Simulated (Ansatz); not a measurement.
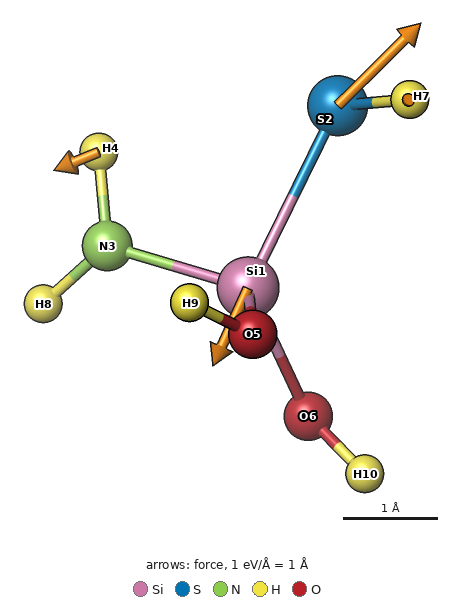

Starting geometry of SiNH₅SO₂ with the computed forces as orange arrows. The picture is a ball-and-stick view, seen at a tilt.

The run prepares an end point of a later path (reaction) calculation, from a guessed geometry.

Computed with RKS BLYP/6-31G in Ansatz 0.2.0.

Input
```yaml
crystal:
  periodic: [false, false, false]
  atoms:
    - { symbol: Si, position_ang: [-0.021744, -0.077046, 0.202863] }
    - { symbol: S, position_ang: [2.036788, -0.183578, -0.534093] }
    - { symbol: "N", position_ang: [-0.746777, -0.715077, -1.245664] }
    - { symbol: H, position_ang: [-0.102246, -0.76707, -2.035648] }
    - { symbol: O, position_ang: [-0.416063, 1.524382, 0.763386] }
    - { symbol: O, position_ang: [-0.48143, -1.074606, 1.538937] }
    - { symbol: H, position_ang: [2.576514, 0.947799, 0.079102] }
    - { symbol: H, position_ang: [-1.647258, -1.177008, -1.331042] }
    - { symbol: H, position_ang: [-0.694691, 2.212411, 0.116925] }
    - { symbol: H, position_ang: [-0.503195, -0.690206, 2.445334] }
basis:
  gaussian: { orbitals: "6-31G" }
hamiltonian:
  xc: blyp
relax:
  f_tol: 0.03
  max_steps: 50
```

Command:
```bash
ansatz run input.yaml --threads 1 --pin off --max-ram 2048MiB --backend cpu --events-out ev --progress --plain --runs-dir out
```

Question: Is this structure relaxed? If not, where do the atoms go?

Answer: It isn't relaxed: the largest force vector, on S2, is 1.27 eV/Å. The final displacements follow the starting forces only in part (cosine between the two patterns 0.38). The largest move after the best rigid fit is that of H4, 0.33 Å. By element the largest moves are H 0.33 Å, S 0.22 Å, O 0.08 Å, Si 0.08 Å, N 0.06 Å. Near-neighbour distances that change, for instance: Si1–S2 2.189 → 2.264 Å, N3–H4 1.021 → 1.016 Å, S2–H7 1.395 → 1.391 Å. Among the angles between lasting bonds that change: Si1–N3–H4 113.6° → 123.0°, S2–Si1–N3 95.4° → 104.4°, Si1–N3–H8 127.3° → 121.1°. The energy falls by 3.51 kcal/mol in 6 geometry steps. The largest force component goes from 1.3 to 0.022 eV/Å. The run took 44 s on 1 thread of AMD EPYC 7R43 64-Core Processor (Zen 3), with other jobs on the host, peak memory 0.17 GiB.
